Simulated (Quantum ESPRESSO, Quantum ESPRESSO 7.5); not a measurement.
# Li(110): thickness series by an ASE script

How thick must a slab of Li(110) be?

Calculated with Quantum ESPRESSO 7.5; plane-wave DFT, PBE, GBRV ultrasoft pseudopotentials.

The experiments to compare with:

“Anisotropic work function of elemental crystals” (2019, arxiv:1902.07811) quotes from earlier work for Li (polycrystalline sample, no single face): work function, loosely compared (polycrystalline sample, no single face) 2.93 eV.

### Step 1. The structure

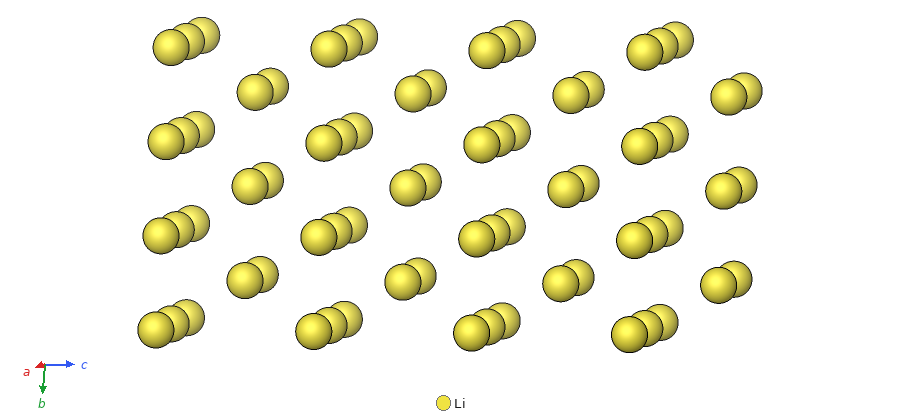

The cell as given, from the side, with the c axis across the page (lithium yellow). 2×3×1 cells are drawn. Some periodic images of atoms are drawn too.

The cell holds 8 atoms: 8 Li. Its edges and angles: a = 3.022 Å, b = 3.022 Å, c = 32.275 Å, α = 90.0°, β = 90.0°, γ = 70.5°. It derives from Li. Vacuum lies along c.

As a file:

```
CELL_PARAMETERS angstrom
2.46780 -1.74500 0.00000
2.46780 1.74500 0.00000
0.00000 0.00000 32.27462
ATOMIC_POSITIONS crystal
Li 0.00000 0.00000 0.23238
Li 0.50000 0.50000 0.30884
Li 0.00000 0.00000 0.38531
Li 0.50000 0.50000 0.46177
Li 0.00000 0.00000 0.53823
Li 0.50000 0.50000 0.61469
Li 0.00000 0.00000 0.69116
Li 0.50000 0.50000 0.76762
```

### Step 2. Running the series

ASE writes the inputs, starts pw.x and reads the results. Under ESM bc1 the zero of energy of a symmetric slab is the vacuum, so the work function is minus the Fermi level.

The input, run.py:

```python
import json
import numpy as np
from ase.build import bcc110
from ase.calculators.espresso import Espresso, EspressoProfile

profile = EspressoProfile(command='mpirun -n 2 pw.x -nk 2', pseudo_dir='../pseudo')
pseudopotentials = {'Li': 'li_pbe_v1.4.uspp.F.UPF'}
system = {'ecutwfc': 40, 'ecutrho': 200, 'occupations': 'smearing', 'smearing': 'mv', 'degauss': 0.02}


def calculator(name, kpts, **extra):
    data = dict(control=dict(tprnfor=True, verbosity='high', disk_io='none'),
                system=system | extra,
                electrons=dict(conv_thr=1e-07, mixing_beta=0.4, mixing_mode='local-TF',
                               electron_maxstep=100))
    return Espresso(profile=profile, directory=name, pseudopotentials=pseudopotentials, kpts=kpts, input_data=data)


def centre(atoms):
    z = atoms.positions[:, 2]
    atoms.positions[:, 2] -= (z.max() + z.min()) / 2  # ESM wants the slab about z = 0
    return atoms


rows = []
for n in [3, 4, 5, 6, 7, 8]:
    slab = centre(bcc110('Li', size=(1, 1, n), a=3.49, vacuum=7.5, periodic=True))
    slab.set_initial_magnetic_moments([0.0] * n)
    slab.calc = calculator(f'n{n}', (12, 12, 1), assume_isolated='esm', esm_bc='bc1')
    energy = slab.get_potential_energy()
    work = -slab.calc.get_fermi_level()
    force = slab.get_forces()[-1, 2]
    rows.append([n, energy, work, force])
    print(f'{n} layers: E = {energy:.5f} eV, work function {work:.3f} eV, force on the top atom {force:+.3f} eV/A')

n, energy = np.array(rows)[:, :2].T
slope, offset = np.polyfit(n[1:], energy[1:], 1)
area = np.linalg.norm(np.cross(*slab.cell[:2]))
gamma = offset / (2 * area) * 16.0218
print(f'bulk energy from the slope {slope:.5f} eV an atom; unrelaxed surface energy {gamma:.3f} J/m^2')
json.dump(dict(rows=rows, slope=slope, gamma=gamma), open('result.json', 'w'))
```

Started as:

```
> OMP_NUM_THREADS=1 python run.py
```

The program printed:

```text
3 layers: E = -590.16644 eV, work function 3.338 eV, force on the top atom -0.100 eV/A
4 layers: E = -787.07404 eV, work function 3.287 eV, force on the top atom -0.097 eV/A
5 layers: E = -983.97160 eV, work function 3.242 eV, force on the top atom -0.099 eV/A
6 layers: E = -1180.87590 eV, work function 3.230 eV, force on the top atom -0.103 eV/A
7 layers: E = -1377.77127 eV, work function 3.227 eV, force on the top atom -0.103 eV/A
8 layers: E = -1574.67483 eV, work function 3.232 eV, force on the top atom -0.105 eV/A
bulk energy from the slope -196.90013 eV an atom; unrelaxed surface energy 0.490 J/m^2
```

The job ended after 15 min (2 MPI ranks of Arm Neoverse N1, shared host; peak memory 0.37 GiB).

The input that ASE wrote for the first run, and its log:

```
&CONTROL
   verbosity        = 'high'
   tprnfor          = .true.
   disk_io          = 'none'
   pseudo_dir       = '../pseudo'
/
&SYSTEM
   ecutwfc          = 40
   ecutrho          = 200
   occupations      = 'smearing'
   degauss          = 0.02
   smearing         = 'mv'
   assume_isolated  = 'esm'
   esm_bc           = 'bc1'
   ntyp             = 1
   nat              = 3
   ibrav            = 0
/
&ELECTRONS
   electron_maxstep = 100
   conv_thr         = 1e-07
   mixing_mode      = 'local-TF'
   mixing_beta      = 0.4
/
&IONS
/
&CELL
/
&FCP
/
&RISM
/
ATOMIC_SPECIES
Li 6.94 li_pbe_v1.4.uspp.F.UPF

K_POINTS automatic
12 12 1  0 0 0

CELL_PARAMETERS angstrom
3.49000000000000 0.00000000000000 0.00000000000000
1.74500000000000 2.46780266634105 0.00000000000000
0.00000000000000 0.00000000000000 19.93560533268210

ATOMIC_POSITIONS angstrom
Li 0.0000000000 0.0000000000 -2.4678026663  
Li 0.0000000000 2.4678026663 0.0000000000  
Li 0.0000000000 0.0000000000 2.4678026663
```

```text
Program PWSCF v.7.5 starts
[citation notice left out]

     Parallel version (MPI & OpenMP), running on       2 processor cores
     Number of MPI processes:                 2
     Threads/MPI process:                     1

     MPI processes distributed on     1 nodes
[... 1 line left out ...]

Warning: card &CELL ignored
Warning: card &FCP ignored
Warning: card &RISM ignored

     Current dimensions of program PWSCF are:
     Max number of different atomic species (ntypx) = 10
     Max number of k-points (npk) =  40000
     Max angular momentum in pseudopotentials (lmaxx) =  4
     Message from routine setup:
     using ibrav=0 with symmetry is DISCOURAGED, use correct ibrav instead

     K-points division:     npool     =       2
     Subspace diagonalization in iterative solution of the eigenvalue problem:
     a serial algorithm will be used

     G-vector sticks info
     --------------------
     sticks:   dense  smooth     PW     G-vecs:    dense   smooth      PW
     Sum         483     395    129                55291    39713    7813

     Using Slab Decomposition

     bravais-lattice index     =            0
     lattice parameter (alat)  =       6.5951  a.u.
     unit-cell volume          =    1158.6757 (a.u.)^3
     number of atoms/cell      =            3
     number of atomic types    =            1
     number of electrons       =         9.00
     number of Kohn-Sham states=            9
     kinetic-energy cutoff     =      40.0000  Ry
     charge density cutoff     =     200.0000  Ry
     scf convergence threshold =      1.0E-07
     mixing beta               =       0.4000
     number of iterations used =            8  local-TF  mixing
     Exchange-correlation=  SLA  PW   PBX  PBC
                           (   1   4   3   4   0   0   0)

     Effective Screening Medium Method
     =================================
     Boundary Conditions: Vacuum-Slab-Vacuum
     total charge in unit cell        =   0.0000
     grid points for fit at edges     =        4

[... 10 lines left out ...]
     PseudoPot. # 1 for Li read from file:
     ../pseudo/li_pbe_v1.4.uspp.F.UPF
     Pseudo is Ultrasoft, Zval =  3.0
     Generated by new atomic code, or converted to UPF format
     Using radial grid of  751 points,  5 beta functions with:
                l(1) =   0
                l(2) =   0
                l(3) =   0
                l(4) =   1
                l(5) =   1
     Q(r) pseudized with 10 coefficients,  rinner =    1.150   1.150   1.150

     atomic species   valence    mass     pseudopotential
     Li                3.00     6.94000     Li( 1.00)

      8 Sym. Ops., with inversion, found

                                    s                        frac. trans.

      isym =  1     identity

 cryst.   s( 1) = (     1          0          0      )
                  (     0          1          0      )
                  (     0          0          1      )

[... 458 lines left out ...]
     c_bands:  1 eigenvalues not converged
     c_bands:  1 eigenvalues not converged
[... 1 line left out ...]

     negative rho (up, down):  2.463E-06 0.000E+00

[... 1 line left out ...]

     End of self-consistent calculation

          k = 0.0000 0.0000 0.0000 (  4977 PWs)   bands (ev):

   -50.3783 -50.3782 -49.9782  -6.5947  -5.6102  -4.0154  -3.0451  -0.5843
     0.0437

     occupation numbers
     1.0000   1.0000   1.0000   1.0000   1.0000   1.0108   0.0224   0.0000
     0.0000

[... 252 lines left out ...]

     the Fermi energy is    -3.3380 ev

!    total energy              =     -43.37643676 Ry
     estimated scf accuracy    <       0.00000010 Ry
     smearing contrib. (-TS)   =      -0.00100300 Ry
     internal energy E=F+TS    =     -43.37543376 Ry

     The total energy is F=E-TS. E is the sum of the following terms:
     one-electron contribution =     119.08414262 Ry
     hartree contribution      =     -64.66055941 Ry
     xc contribution           =     -10.06229628 Ry
     ewald contribution        =     -87.73672069 Ry

     convergence has been achieved in  11 iterations

     Forces acting on atoms (cartesian axes, Ry/au):

     atom    1 type  1   force =     0.00000000    0.00000000    0.00389179
     atom    2 type  1   force =     0.00000000    0.00000000    0.00000000
     atom    3 type  1   force =     0.00000000   -0.00000000   -0.00389179
     The non-local contrib.  to forces
     atom    1 type  1   force =     0.00000000    0.00000000   -0.06306120
     atom    2 type  1   force =     0.00000000    0.00000000    0.00000000
     atom    3 type  1   force =     0.00000000    0.00000000    0.06306120
     The ionic contribution  to forces
     atom    1 type  1   force =    -0.00000000   -0.00000000   -7.30558692
     atom    2 type  1   force =     0.00000000    0.00000000    0.00000000
     atom    3 type  1   force =    -0.00000000   -0.00000000    7.30558692
     The local contribution  to forces
     atom    1 type  1   force =    -0.00000000   -0.00000000    7.37284639
     atom    2 type  1   force =    -0.00000000    0.00000000   -0.00000059
     atom    3 type  1   force =    -0.00000000   -0.00000000   -7.37284758
     The core correction contribution to forces
     atom    1 type  1   force =     0.00000000    0.00000000    0.00000000
     atom    2 type  1   force =     0.00000000    0.00000000    0.00000000
     atom    3 type  1   force =     0.00000000    0.00000000    0.00000000
     The Hubbard contrib.    to forces
     atom    1 type  1   force =     0.00000000    0.00000000    0.00000000
     atom    2 type  1   force =     0.00000000    0.00000000    0.00000000
     atom    3 type  1   force =     0.00000000    0.00000000    0.00000000
     The SCF correction term to forces
     atom    1 type  1   force =    -0.00000000   -0.00000000   -0.00030707
     atom    2 type  1   force =     0.00000000    0.00000000    0.00000001
     atom    3 type  1   force =    -0.00000000   -0.00000000    0.00030710

     Total force =     0.005504     Total SCF correction =     0.000434
     Message from routine punch:
     Nothing written, as per user request (disk_io='none')

[... 1 line left out ...]

[... 1 line left out ...]

[... 1 line left out ...]

[... 3 lines left out ...]

[... 1 line left out ...]

[... 2 lines left out ...]

[... 1 line left out ...]

[... 1 line left out ...]

=------------------------------------------------------------------------------=
   JOB DONE.
=------------------------------------------------------------------------------=
```

Numbers from this step:

* surface energy: 0.4904 J/m²
* work function of the thickest slab: 3.232 eV

Work function against layers:

```csv
layers,work function (eV)
3.00,3.34
4.00,3.29
5.00,3.24
6.00,3.23
7.00,3.23
8.00,3.23
```

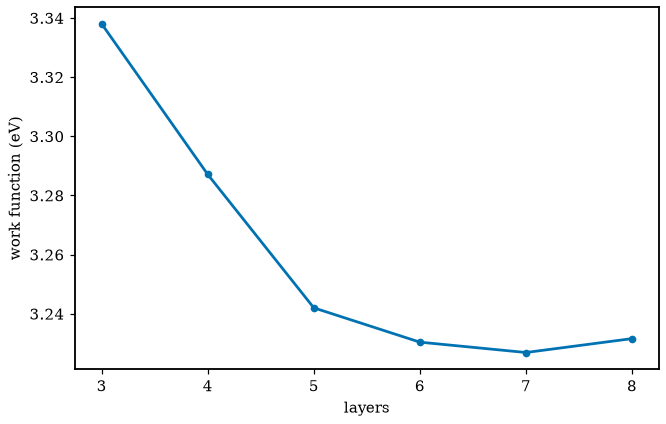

Work function, plotted against layers.

The force on the top atom along the normal by layers:

```csv
layers,force on the top atom along the normal (eV/Å)
3.00,-0.100
4.00,-0.0966
5.00,-0.0989
6.00,-0.103
7.00,-0.103
8.00,-0.105
```

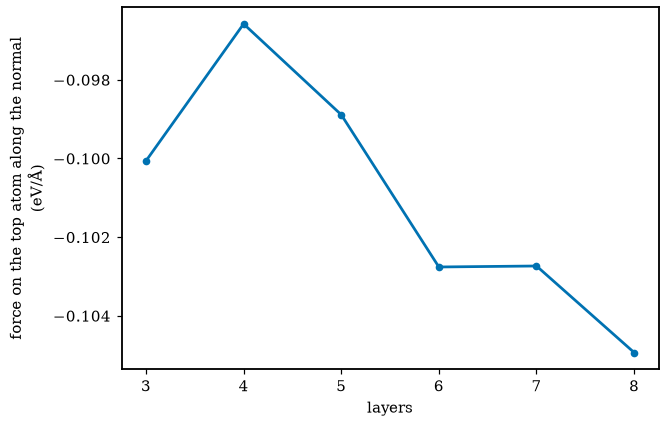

Force on the top atom along the normal against layers.

Energy less the bulk line's slope against layers:

```csv
layers,energy less the bulk line's slope (meV)
3.00,534
4.00,526
5.00,529
6.00,525
7.00,530
8.00,526
```

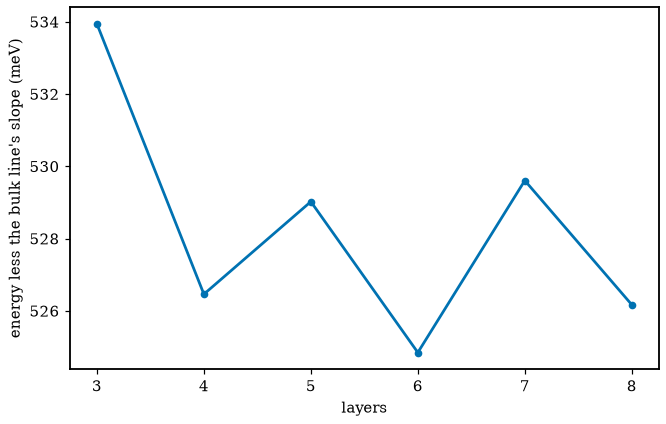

Energy less the bulk line's slope against layers.

### Step 3. Running the series: PBE, SG15 norm-conserving

Level of this step: plane-wave DFT, PBE, SG15 norm-conserving pseudopotentials (Quantum ESPRESSO 7.5).

run.py, as its differences from the input of step 2:

```diff
@@ -6,4 +6,4 @@
 profile = EspressoProfile(command='mpirun -n 2 pw.x -nk 2', pseudo_dir='../pseudo')
-pseudopotentials = {'Li': 'li_pbe_v1.4.uspp.F.UPF'}
-system = {'ecutwfc': 40, 'ecutrho': 200, 'occupations': 'smearing', 'smearing': 'mv', 'degauss': 0.02}
+pseudopotentials = {'Li': 'Li_ONCV_PBE-1.2.upf'}
+system = {'ecutwfc': 60, 'ecutrho': 240, 'occupations': 'smearing', 'smearing': 'mv', 'degauss': 0.02}
```

Started as:

```
> OMP_NUM_THREADS=1 python run.py
```

The program printed:

```text
3 layers: E = -580.97003 eV, work function 3.336 eV, force on the top atom -0.099 eV/A
4 layers: E = -774.81201 eV, work function 3.283 eV, force on the top atom -0.095 eV/A
5 layers: E = -968.64388 eV, work function 3.243 eV, force on the top atom -0.098 eV/A
6 layers: E = -1162.48251 eV, work function 3.226 eV, force on the top atom -0.100 eV/A
7 layers: E = -1356.31227 eV, work function 3.223 eV, force on the top atom -0.104 eV/A
8 layers: E = -1550.15009 eV, work function 3.229 eV, force on the top atom -0.103 eV/A
bulk energy from the slope -193.83445 eV an atom; unrelaxed surface energy 0.490 J/m^2
```

Run time: 46 min. Hardware: 2 MPI ranks; peak memory 0.55 GiB; 1.5 h of CPU time.

This step gave:

| Quantity | Value |
| --- | --- |
| surface energy | 0.4898 J/m² |
| work function of the thickest slab | 3.229 eV |

The work function by layers:

```csv
layers,work function (eV)
3.00,3.34
4.00,3.28
5.00,3.24
6.00,3.23
7.00,3.22
8.00,3.23
```

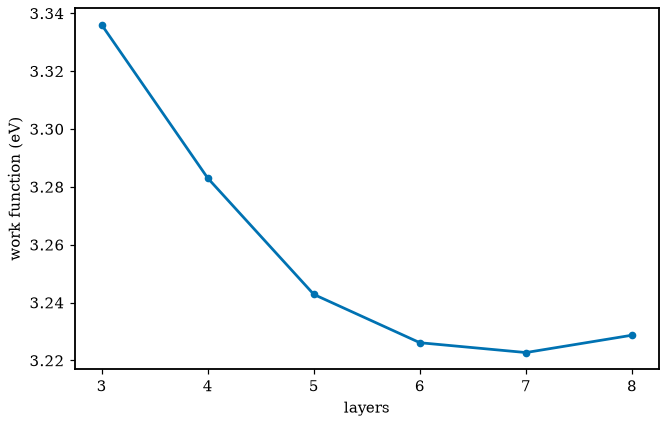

Work function against layers.

The force on the top atom along the normal by layers:

```csv
layers,force on the top atom along the normal (eV/Å)
3.00,-0.0987
4.00,-0.0955
5.00,-0.0980
6.00,-0.0999
7.00,-0.104
8.00,-0.103
```

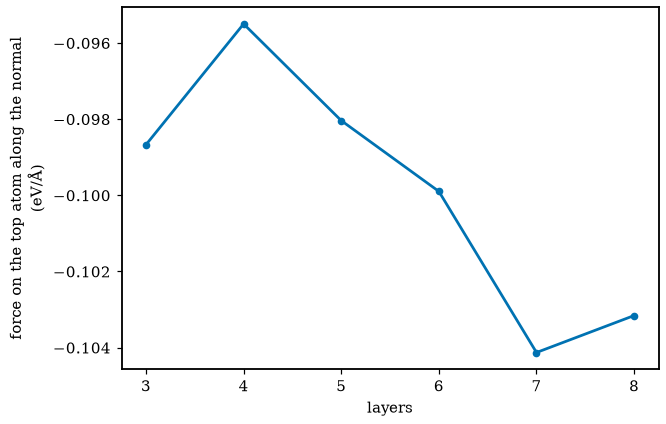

Force on the top atom along the normal against layers.

Energy less the bulk line's slope against layers:

```csv
layers,energy less the bulk line's slope (meV)
3.00,533
4.00,526
5.00,528
6.00,524
7.00,529
8.00,526
```

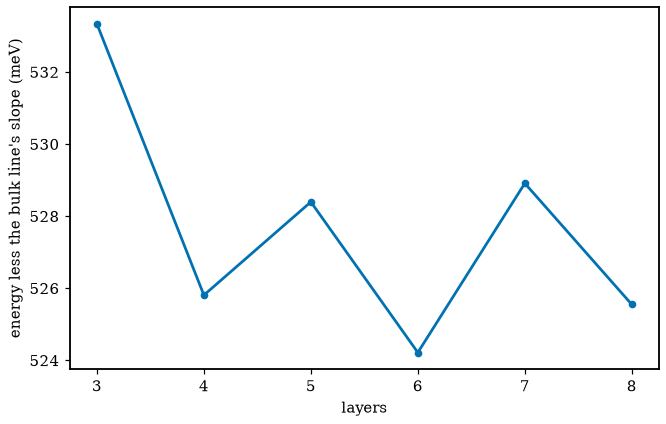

Energy less the bulk line's slope against layers.

### Step 4. A check by hand

γ = (E_N − N e_bulk)/(2A). The excess of the thickest slab is 0.526 eV and A = 8.613 Å²: 0.526/(2 × 8.613) × 16.02 = 0.49 J/m² (1 eV/Å² = 16.02 J/m²); the fit's intercept gives 0.49.

### Step 5. Summary of results

| Quantity | Value |
| --- | --- |
| work function of the thickest slab, PBE, GBRV ultrasoft | 3.23 eV |
| unrelaxed surface energy, PBE, GBRV ultrasoft | 0.49 J/m² |
| work function of the thickest slab, PBE, SG15 norm-conserving | 3.23 eV |
| unrelaxed surface energy, PBE, SG15 norm-conserving | 0.49 J/m² |

**Reading.** The thickest slab gives a work function of 3.23 eV and the series an unrelaxed surface energy of 0.49 J/m² (PBE, GBRV ultrasoft). The work function swings by 0.11 eV over 3 to 8 layers and by 0.00 eV over the last step; confined states crossing the Fermi level and the finite mesh both contribute. From 4 layers on it stays within 0.1 eV. The force on the top atom of the thickest slab points inwards (0.10 eV/Å). The slabs are cut from the bulk at the tabulated lattice constant and not relaxed; the surface energy comes from a straight line through the energies of all but the thinnest slab.

Computed beside measured:

```
                                                                     quantity  measured        PBE, GBRV        PBE, SG15
work function, loosely compared (polycrystalline sample, no single face) (eV)      2.93  3.23 (+0.30 eV)  3.23 (+0.30 eV)
```

Measured values from arxiv:1902.07811 (2019).

Verdict: A polycrystal averages over faces, so this is a loose comparison.

[Logs are printed without paths, hosts, clocks, repeated set-up lines and the standing remarks that a program may print on its own settings, such as how far it seeks lower states.]

[Hosts, paths, dates, database ids (printed as entryN), source tags and the programs' standing remarks are cut or masked in the printed files.]

[Maps of the electrostatic potential energy from Ansatz leave out the sawtooth potential of an applied field or a dipole correction, so their vacuum need not be flat; planar profiles and work functions include it.]
